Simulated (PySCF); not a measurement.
# One shape, several levels: HOCN (cyanic acid)

We compute a comparison of 6 runs (B3LYP/STO-6G, M06-2X/STO-6G, PBE0/STO-6G, r2SCAN/STO-6G, UMP2/STO-6G, CCSDTQ/STO-6G) of HOCN (cyanic acid). 

The results are computed with PySCF 2.14.0.

## (1) The system as given

HOCN: 4 atoms, total charge 0, spin state singlet. As SMILES, `N#CO`. One bond was lengthened or shortened from a relaxed shape.

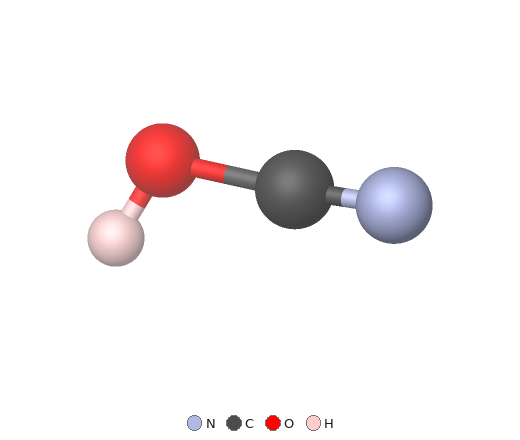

Viewed from a chosen angle; nitrogen light blue, carbon dark grey, oxygen red, hydrogen pink.

## (2) A single-point energy at B3LYP/STO-6G (run 1)

input.py reads:

```python
from pyscf import gto, dft

mol = gto.M(
    atom=[
    ('N', (-1.541066, -0.228520, 1.036440)),
    ('C', (-0.629946, 0.007310, 0.370880)),
    ('O', (0.558270, 0.398850, -0.541130)),
    ('H', (1.216640, -0.308160, -0.562170)),
],
    max_memory=1860,
    basis='sto-6g',
    verbose=4,
    spin=0,
)

myscf = dft.RKS(mol, xc='b3lyp')
myscf.grids.level = 5
myscf.conv_tol = 1e-10
myscf.kernel()
if not myscf.converged:
    myscf = myscf.newton().run(myscf.mo_coeff, myscf.mo_occ)

etot = myscf.e_tot
print(f'total energy: {etot:.8f} hartree')
```

On the command line:

```
$ OMP_NUM_THREADS=1 python input.py
```

Log:

```text
PySCF version 2.14.0

[... 70 lines left out ...]
converged SCF energy = -167.958299620579
total energy: -167.95829962 hartree
```

Wall time 4.2 s (1 thread of Arm Neoverse V2, shared host); peak memory 0.18 GiB.

## (3) A single-point energy at M06-2X/STO-6G (run 2)

job.py reads:

```python
from pyscf import gto, dft

system = gto.M(
    atom=[
    ('N', (-1.541066, -0.228520, 1.036440)),
    ('C', (-0.629946, 0.007310, 0.370880)),
    ('O', (0.558270, 0.398850, -0.541130)),
    ('H', (1.216640, -0.308160, -0.562170)),
],
    spin=0,
    max_memory=1860,
    basis='sto-6g',
    verbose=3,
)

mf = dft.RKS(system, xc='m06-2x')
mf.conv_tol = 1e-10
mf.grids.level = 5
mf.kernel()
if not mf.converged:
    mf = mf.newton().run(mf.mo_coeff, mf.mo_occ)

e_tot = mf.e_tot
print('E(%s) = %.9f' % ('M06-2X', e_tot))
```

On the command line:

```
$ OMP_NUM_THREADS=1 python job.py
```

Log:

```text
converged SCF energy = -167.907507746483
E(M06-2X) = -167.907507746
```

It took 6.6 s on 1 thread of Arm Neoverse V2, shared host; peak memory 0.19 GiB.

## (4) A single-point energy at PBE0/STO-6G (run 3)

calc.py reads:

```python
from pyscf import gto, dft

mol = gto.M(
    atom='''
N     -1.541066    -0.228520     1.036440
C     -0.629946     0.007310     0.370880
O      0.558270     0.398850    -0.541130
H      1.216640    -0.308160    -0.562170
''',
    max_memory=1860,
    verbose=3,
    spin=0,
    basis='sto-6g',
)

mf = dft.RKS(mol, xc='pbe0')
mf.grids.level = 5
mf.conv_tol = 1e-10
mf.kernel()
if not mf.converged:
    mf = mf.newton().run(mf.mo_coeff, mf.mo_occ)

e_tot = mf.e_tot
print(f'total energy: {e_tot:.8f} hartree')
```

On the command line:

```
$ OMP_NUM_THREADS=1 python calc.py
```

Log:

```text
converged SCF energy = -167.793941079407
total energy: -167.79394108 hartree
```

Run time: 3.9 s. Hardware: 1 thread of Arm Neoverse V2, shared host; peak memory 0.18 GiB.

Runs 4 to 5 aren't shown in full; the table further down has their settings and results.

## (5) The energy at CCSDTQ/STO-6G (run 6)

run.py reads:

```python
from pyscf import gto, scf, cc

system = gto.M(
    atom='''
N     -2.912193    -0.431840     1.958588
C     -1.190425     0.013814     0.700862
O      1.054977     0.753717    -1.022587
H      2.299116    -0.582338    -1.062347
''',
    basis='sto-6g',
    spin=0,
    unit='bohr',
    verbose=3,
    max_memory=1860,
)

mf = scf.RHF(system)
mf.conv_tol = 1e-10
mf.kernel()
if not mf.converged:
    mf = mf.newton().run(mf.mo_coeff, mf.mo_occ)

mycc = cc.CCSDTQ(mf, frozen=3)
mycc.kernel()
energy = mycc.e_tot
print('Final energy', energy)
```

On the command line:

```
$ OMP_NUM_THREADS=1 python run.py
```

Log:

```text
converged SCF energy = -167.084518551574
_make_eris_incore_RCCSDTQ
RCCSDTQ converged
E(RCCSDTQ) = -167.307224794255   E_corr = -0.2227062426810318
E_corr(same-spin) = -0.030715040978563
E_corr(oppo-spin) = -0.191991201702469
Final energy -167.30722479425498
```

Wall time 26 s (1 thread of Arm Neoverse V2, shared host); peak memory 0.14 GiB.

## (6) All runs side by side

| run | level | integration grid | frozen core orbitals | energy (Eh) | dipole moment (D) of the reference | HOMO energy (eV) | LUMO energy (eV) | wall time |
| --- | --- | --- | --- | --- | --- | --- | --- | --- |
| 1 | B3LYP/STO-6G | 5 | – | -167.958300 | 3.00 | -6.32 | 2.22 | 4.2 s |
| 2 | M06-2X/STO-6G | 5 | – | -167.907508 | 2.97 | -8.33 | 4.15 | 6.6 s |
| 3 | PBE0/STO-6G | 5 | – | -167.793941 | 3.00 | -6.62 | 2.62 | 3.9 s |
| 4 | r2SCAN/STO-6G | 5 | – | -167.908538 | 3.04 | -5.17 | 1.33 | 7.2 s |
| 5 | UMP2/STO-6G | – | 3 | -167.277519 | 3.00 | -10.99 | 8.58 | 0.84 s |
| 6 | CCSDTQ/STO-6G | – | 3 | -167.307225 | 3.00 | -11.12 | 8.64 | 26 s |

## (7) Results

| quantity | value |
| --- | --- |
| run 6: total energy | -167.30722 Eh |
| run 6: dipole moment (Hartree–Fock density) | 3.00 D |
| run 6: HOMO energy (Hartree–Fock orbitals) | -11.12 eV |
| run 6: LUMO energy (Hartree–Fock orbitals) | 8.64 eV |
| run 6: HOMO–LUMO gap (Hartree–Fock orbitals) | 19.76 eV |
| run 6: correlation energy (3 core orbitals frozen) | -222.7 mEh |
| run 6: T1 diagnostic | 0.012 |

In words: Over runs 1, 2, 3, 4 the dipole moment (its size) runs from 2.97 D (M06-2X/STO-6G) to 3.04 D (r2SCAN/STO-6G). Over runs 1, 2, 3, 4 the HOMO–LUMO gap runs from 6.50 eV (r2SCAN/STO-6G) to 12.48 eV (M06-2X/STO-6G). Totals of different functionals can't be ranked against each other. In runs 1, 2, 3, 4, 5, 6 the basis is minimal, so the values are rough. All runs together took 49 s, the longest 26 s.
